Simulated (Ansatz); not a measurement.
A series of calculations on PdC$_{18}$

Part 1: Relaxation

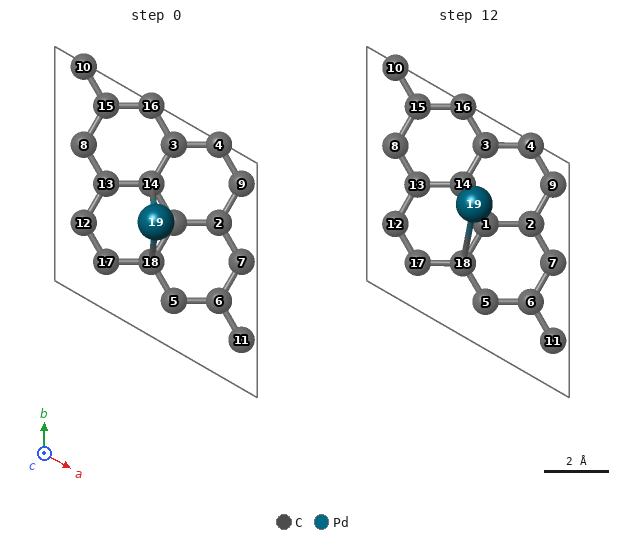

The structure of a slab of composition PdC$_{18}$ before (left) and after (right) a relaxation, at one scale.

Style: ball-and-stick. Shown: the cell of the calculation, outlined in the plane, without the vacuum (origin shifted), along the c axis.

It is Pd on graphene monolayer, set down by a guess. The run prepares an end point of a later path (adatom hop) calculation, from a guessed geometry.

The calculation used DFT PBE, scalar-relativistic, plane waves, PAW (Ansatz 0.2.0).

Input file:
```yaml
crystal:
  lattice:
    - [7.398, 0.0, 0.0]
    - [-3.699, 6.406856, 0.0]
    - [0.0, 0.0, 11.0]
  atoms:
    - { symbol: C, position: [0.0, 0.0, 0.0909091] }
    - { symbol: C, position: [0.2222222, 0.1111111, 0.0909091] }
    - { symbol: C, position: [0.0, 0.3333333, 0.0909091] }
    - { symbol: C, position: [0.2222222, 0.4444444, 0.0909091] }
    - { symbol: C, position: [0.0, 0.6666667, 0.0909091] }
    - { symbol: C, position: [0.2222222, 0.7777778, 0.0909091] }
    - { symbol: C, position: [0.3333333, 0.0, 0.0909091] }
    - { symbol: C, position: [0.5555556, 0.1111111, 0.0909091] }
    - { symbol: C, position: [0.3333333, 0.3333333, 0.0909091] }
    - { symbol: C, position: [0.5555556, 0.4444444, 0.0909091] }
    - { symbol: C, position: [0.3333333, 0.6666667, 0.0909091] }
    - { symbol: C, position: [0.5555556, 0.7777778, 0.0909091] }
    - { symbol: C, position: [0.6666667, 0.0, 0.0909091] }
    - { symbol: C, position: [0.8888889, 0.1111111, 0.0909091] }
    - { symbol: C, position: [0.6666667, 0.3333333, 0.0909091] }
    - { symbol: C, position: [0.8888889, 0.4444444, 0.0909091] }
    - { symbol: C, position: [0.6666667, 0.6666667, 0.0909091] }
    - { symbol: C, position: [0.8888889, 0.7777778, 0.0909091] }
    - { symbol: Pd, position: [0.9116404, 0.9589582, 0.2836364] }
basis:
  ecutwfc: 420.0
kpoints:
  mp_grid: { grid: [2, 2, 1] }
hamiltonian:
  xc: pbe
scf:
  occupations: { method: gaussian, width: 0.05 }
  lower_state_search: "off"
relax:
  f_tol: 0.03
  max_steps: 60
  adjacent_minimum: "off"
```

Command:
```bash
ansatz run input.yaml --threads 1 --pin off --max-ram 3072MiB --backend cpu --events-out ev --progress --plain --runs-dir out
```

Describe what moved and what it gained.

Answer. The atom that moves furthest relative to the layer's centre is Pd19 (0.60 Å within the plane). By element the largest moves are Pd 0.60 Å, C 0.13 Å. The cell stays as it was. Near-neighbour distances that change, for instance: C18–Pd19 2.469 → 2.865 Å, C14–Pd19 2.445 → 2.163 Å, C1–Pd19 2.194 → 2.164 Å, C2–C7 1.424 → 1.408 Å. Among the angles between lasting bonds that change: C18–C1–Pd19 83.1° → 103.5°, C14–C1–Pd19 82.1° → 70.5°, C13–C14–Pd19 93.4° → 103.5°. Over 9 accepted moves (12 points after the start) the energy falls by 0.147 eV per cell of the calculation. Largest force component: 0.72 eV/Å at the start, 0.021 eV/Å at the end. The line search rejected the trial steps at points 3, 8, 11 of the run. The forces were under the threshold at step 10, but the run went on from there.

Limits of the set-up: the periodic images lie only 7.4 Å apart, so the values are limited by the cell's size.

Part 2: Relaxation

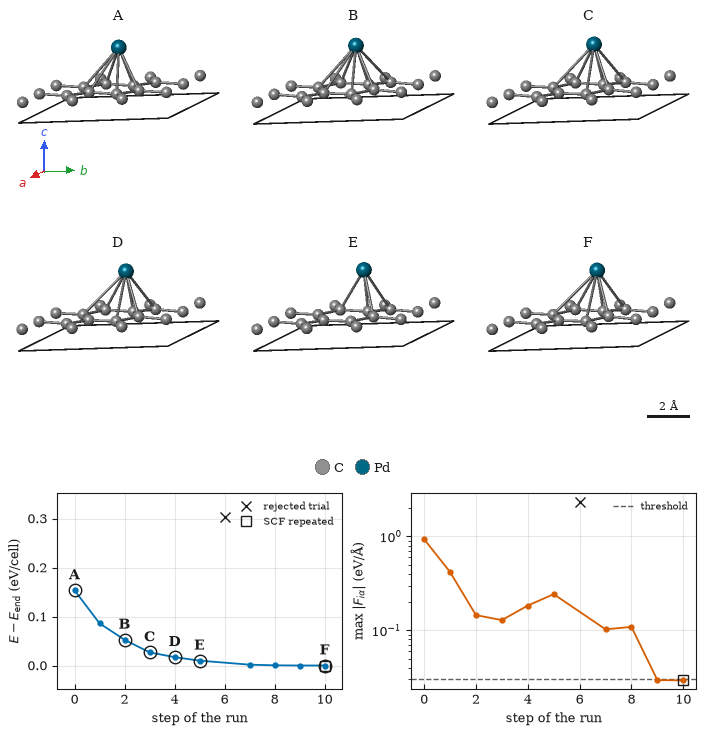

Frames of a relaxation of a slab of composition PdC18, marked on the history of the run. A ball-and-stick model of the cell of the calculation, outlined in the plane, without the vacuum (origin shifted), seen slightly off an axis.

It is Pd on graphene monolayer, set down by a guess. The run prepares an end point of a later path (adatom hop) calculation, from a guessed geometry.

Method: Ansatz 0.2.0, DFT PBE, scalar-relativistic, plane waves, PAW.

The input:
```yaml
crystal:
  lattice:
    - [7.398, 0.0, 0.0]
    - [-3.699, 6.406856, 0.0]
    - [0.0, 0.0, 11.0]
  atoms:
    - { symbol: C, position: [0.0, 0.0, 0.09090909] }
    - { symbol: C, position: [0.22222222, 0.11111111, 0.09090909] }
    - { symbol: C, position: [0.0, 0.33333333, 0.09090909] }
    - { symbol: C, position: [0.22222222, 0.44444444, 0.09090909] }
    - { symbol: C, position: [0.0, 0.66666666, 0.09090909] }
    - { symbol: C, position: [0.22222222, 0.77777777, 0.09090909] }
    - { symbol: C, position: [0.33333333, 0.0, 0.09090909] }
    - { symbol: C, position: [0.55555556, 0.11111111, 0.09090909] }
    - { symbol: C, position: [0.33333333, 0.33333333, 0.09090909] }
    - { symbol: C, position: [0.55555555, 0.44444444, 0.09090909] }
    - { symbol: C, position: [0.33333333, 0.66666666, 0.09090909] }
    - { symbol: C, position: [0.55555555, 0.77777777, 0.09090909] }
    - { symbol: C, position: [0.66666667, 0.0, 0.09090909] }
    - { symbol: C, position: [0.88888889, 0.11111111, 0.09090909] }
    - { symbol: C, position: [0.66666667, 0.33333333, 0.09090909] }
    - { symbol: C, position: [0.88888889, 0.44444444, 0.09090909] }
    - { symbol: C, position: [0.66666666, 0.66666666, 0.09090909] }
    - { symbol: C, position: [0.88888889, 0.77777777, 0.09090909] }
    - { symbol: Pd, position: [1.07407407, 0.92592592, 0.27272727] }
basis:
  ecutwfc: 420.0
kpoints:
  mp_grid: { grid: [2, 2, 1] }
hamiltonian:
  xc: pbe
scf:
  occupations: { method: gaussian, width: 0.05 }
  lower_state_search: "off"
relax:
  f_tol: 0.03
  max_steps: 60
  adjacent_minimum: "off"
```

Run as
```bash
ansatz run input.yaml --threads 1 --pin off --max-ram 3072MiB --backend cpu --events-out ev --progress --plain --runs-dir out
```

Q: Describe the path.

A: The energy falls by 0.153 eV per cell of the calculation in 8 accepted moves (10 points after the start). Largest force component: 0.93 eV/Å at the start, 0.029 eV/Å at the end. The line search rejected the trial step at point 6 of the run. 1 step only repeated the SCF at the same geometry. The largest move relative to the layer's centre is that of Pd19, 0.55 Å at 76° to the normal (+c side). By element the largest moves are Pd 0.55 Å, C 0.08 Å. The cell doesn't change. Among the contacts that change: C6–Pd19 2.757 → 3.296 Å, C5–Pd19 2.632 → 3.040 Å, C14–Pd19 3.103 → 2.826 Å, C1–Pd19 2.214 → 2.097 Å. Bond angles that change, for instance: C7–C2–Pd19 84.2° → 100.3°, C14–C1–Pd19 115.4° → 104.5°, C2–C1–Pd19 77.6° → 84.9°. From step 0 to 2: Pd19 moves most (0.16 Å), energy −0.101 eV per cell of the calculation. From step 2 to 3: Pd19 moves most (0.20 Å), energy −25.7 meV per cell of the calculation. From step 3 to 4: Pd19 moves most (0.13 Å), energy −9.7 meV per cell of the calculation. From step 4 to 5: Pd19 moves most (0.20 Å), energy −7.2 meV per cell of the calculation. From step 5 to 10: Pd19 moves most (0.12 Å), energy −9.9 meV per cell of the calculation.

| step | E − E(0), meV/atom | largest force component, eV/Å | note |
| --- | --- | --- | --- |
| 0 | 0.00 | 0.9341 |  |
| 1 | -3.54 | 0.4184 |  |
| 2 | -5.31 | 0.1453 |  |
| 3 | -6.66 | 0.1286 |  |
| 4 | -7.17 | 0.1837 |  |
| 5 | -7.55 | 0.2428 |  |
| 6 | 7.93 | 2.3439 | rejected |
| 7 | -7.98 | 0.1026 |  |
| 8 | -8.05 | 0.1089 |  |
| 9 | -8.07 | 0.0296 |  |
| 10 | -8.07 | 0.0293 | same geometry, SCF repeated |

Limits of the set-up: the periodic images lie only 7.4 Å apart, so the values are limited by the cell's size.

Part 3: Path

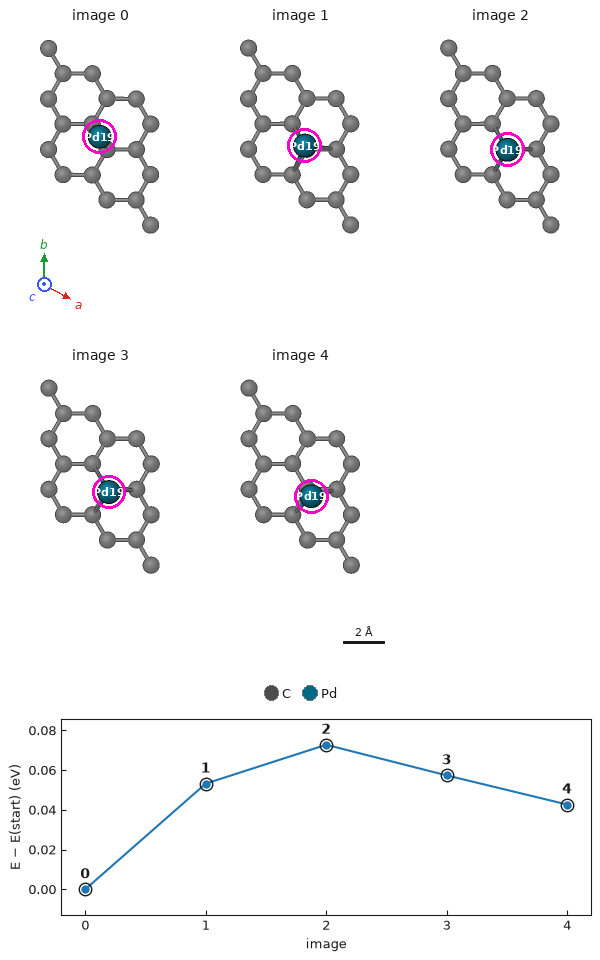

A search for the minimum-energy path of Pd on graphene monolayer (19 atoms in the cell) by the nudged elastic band. Images are numbered from 0 (start) to 4 (end). A ball-and-stick model of the simulation cell, with the vacuum cut short (origin moved), seen along the c axis. The moving atom is ringed, with any periodic copies. Bonds to atoms that aren't drawn are left out.

Level of theory: DFT PBE, scalar-relativistic, plane waves, PAW in Ansatz.

Input
```yaml
crystal:
  lattice:
    - [7.398, 0.0, 0.0]
    - [-3.699, 6.406856, 0.0]
    - [0.0, 0.0, 11.0]
  atoms:
    - { symbol: C, position: [-0.00101783, -0.0058148, 0.10204103] }
    - { symbol: C, position: [0.22288783, 0.1064026, 0.092703] }
    - { symbol: C, position: [-0.00131669, 0.33062274, 0.09268512] }
    - { symbol: C, position: [0.22126852, 0.43945389, 0.08756464] }
    - { symbol: C, position: [-0.00202653, 0.66180149, 0.08911328] }
    - { symbol: C, position: [0.22077022, 0.77242506, 0.08880308] }
    - { symbol: C, position: [0.33138023, -0.00479568, 0.08913591] }
    - { symbol: C, position: [0.55405962, 0.10572165, 0.08913533] }
    - { symbol: C, position: [0.3317312, 0.32900296, 0.08758457] }
    - { symbol: C, position: [0.55420596, 0.43896822, 0.0866273] }
    - { symbol: C, position: [0.33123278, 0.66193676, 0.08664321] }
    - { symbol: C, position: [0.55372154, 0.77191116, 0.08759384] }
    - { symbol: C, position: [0.66254656, -0.00549153, 0.09269298] }
    - { symbol: C, position: [0.88644749, 0.10673043, 0.10201979] }
    - { symbol: C, position: [0.66467103, 0.3284994, 0.08880194] }
    - { symbol: C, position: [0.88746908, 0.43912719, 0.0891057] }
    - { symbol: C, position: [0.66417878, 0.66146284, 0.08756509] }
    - { symbol: C, position: [0.88675567, 0.77029364, 0.09269288] }
    - { symbol: Pd, position: [0.94267507, 1.0507001, 0.28749151] }
basis:
  ecutwfc: 420.0
kpoints:
  mp_grid: { grid: [2, 2, 1] }
hamiltonian:
  xc: pbe
scf:
  occupations: { method: gaussian, width: 0.05 }
  lower_state_search: "off"
neb:
  images: 3
  f_tol: 0.05
  initial_path: linear
  max_iterations: 23
  spring: { min: 2.0, max: 10.0 }
  final_atoms:
    - { symbol: C, position: [0.00173228, -0.00173228, 0.09790708] }
    - { symbol: C, position: [0.22611982, 0.11010393, 0.09732605] }
    - { symbol: C, position: [0.00257977, 0.33098144, 0.08721211] }
    - { symbol: C, position: [0.22435249, 0.44240856, 0.08803146] }
    - { symbol: C, position: [0.00338376, 0.66340059, 0.08982519] }
    - { symbol: C, position: [0.22452869, 0.77547131, 0.08588323] }
    - { symbol: C, position: [0.33659941, -0.00338376, 0.08982519] }
    - { symbol: C, position: [0.55756569, 0.10909662, 0.08811599] }
    - { symbol: C, position: [0.33687501, 0.33185564, 0.0918227] }
    - { symbol: C, position: [0.55743387, 0.44256613, 0.09058113] }
    - { symbol: C, position: [0.33613226, 0.66386774, 0.08582321] }
    - { symbol: C, position: [0.55759144, 0.7756475, 0.08803146] }
    - { symbol: C, position: [0.66901856, -0.00257977, 0.08721211] }
    - { symbol: C, position: [0.88952259, 0.11047742, 0.08946664] }
    - { symbol: C, position: [0.66930868, 0.33069132, 0.08963168] }
    - { symbol: C, position: [0.89090338, 0.44243431, 0.08811599] }
    - { symbol: C, position: [0.66814436, 0.66312499, 0.0918227] }
    - { symbol: C, position: [0.88989608, 0.77388018, 0.09732605] }
    - { symbol: Pd, position: [1.03238599, 0.96761401, 0.28513094] }
  order_check: false
```

Run as
```bash
ansatz run input.yaml --threads 1 --pin off --max-ram 3072MiB --backend cpu --events-out ev --progress --plain --runs-dir out
```

Describe the mechanism and the energy profile.

Answer. The Pd atom travels furthest, 1.11 Å from end to end, on a straight line. At the highest image its nearest neighbour (C) is 2.08 Å away, against 2.16 Å at the start, and the surrounding atoms stand up to 0.03 Å off the mean of their end positions. The energy climbs by 0.073 eV to image 2 and then falls by 0.030 eV, so the end point sits at +0.043 eV. The band converged in 5 iterations, with a climbing image at the top.

Limits of the set-up: the periodic images lie only 7.4 Å apart, so the values are limited by the cell's size.

The run took 3 min on 1 thread of AMD EPYC 7R43 64-Core Processor (Zen 3) (shared host), peak memory 0.91 GiB.
